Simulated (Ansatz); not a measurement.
The relaxed structure here is a generated cell of CsPbBr3: the first start was made by placing the elements on the sites of a structure type, and the end was not matched to a known phase here, so it may be hypothetical. Known forms of CsPbBr3 include space group No. 62, 221.

The end point of a relaxation of CsPbBr₃. The numbers are results of r2SCAN (plane waves to 500 eV, PAW, scalar-relativistic; Ansatz, an electronic-structure program), not measurements.

P4/mmm (No. 123), tP5; a = b = 7.0520 Å, c = 5.3506 Å, α = β = γ = 90.00°.

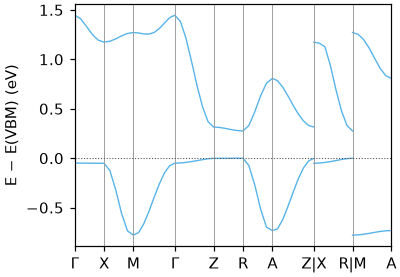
Highest filled and lowest empty band along the path of this cell's Brillouin zone

Read off the gap and say whether it is direct.

0.28 eV, direct at R (no spin-orbit coupling).

How far does the top valence band disperse along this path?

About 0.8 eV.

No spin polarisation in the result. Spin-orbit coupling is missing; with elements this heavy it can move band edges by tenths of an eV or more.

The run could not lose the symmetry of its start, so the end can be a saddle point.

All atoms sit on sites fixed by symmetry, so only the cell could relax.

It was reached from a disturbed copy of a Pm-3m (No. 221) cell (cubic perovskite type), against which it lies +0.813 eV/atom.
